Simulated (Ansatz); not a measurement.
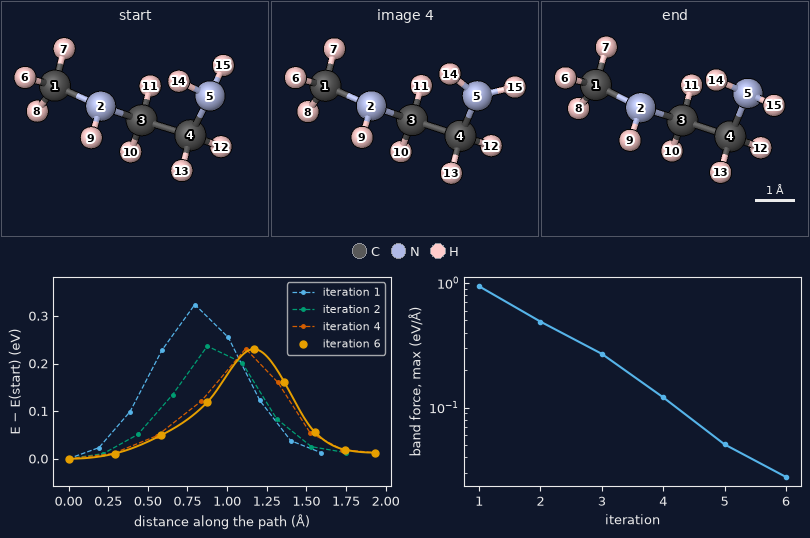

A nudged-elastic-band calculation for C3H10N2. Images are numbered from 0 (start) to 8 (end). The plot follows the band through its iterations. Style: ball-and-stick. Shown from a free direction.

These are results of Ansatz 0.2.0, RKS PBE-D4/def2-SVP, not measurements. Set-up: 7 movable images; climbing image; force threshold 0.03 eV/Å; iteration limit 60; starting path by image-dependent pair potential.

**How did the profile develop, and is the result final?**

The result is final at these settings. The band converged in 6 iterations. The largest component of the band force went from 0.94 to 0.028 eV/Å. The climbing image converged on the top of the path. Its vibrational analysis gives one imaginary mode (622i cm⁻¹), as a transition state must have. The first iteration put the highest image at 0.324 eV. Forward barrier 0.230 eV, backward barrier 0.218 eV, with image 4 at the top; the reaction energy is +0.013 eV.

Cost: 100 s on 2 threads of Intel(R) Xeon(R) Platinum 8375C CPU @ 2.90GHz (Ice Lake), on a shared host, peak memory 0.17 GiB.
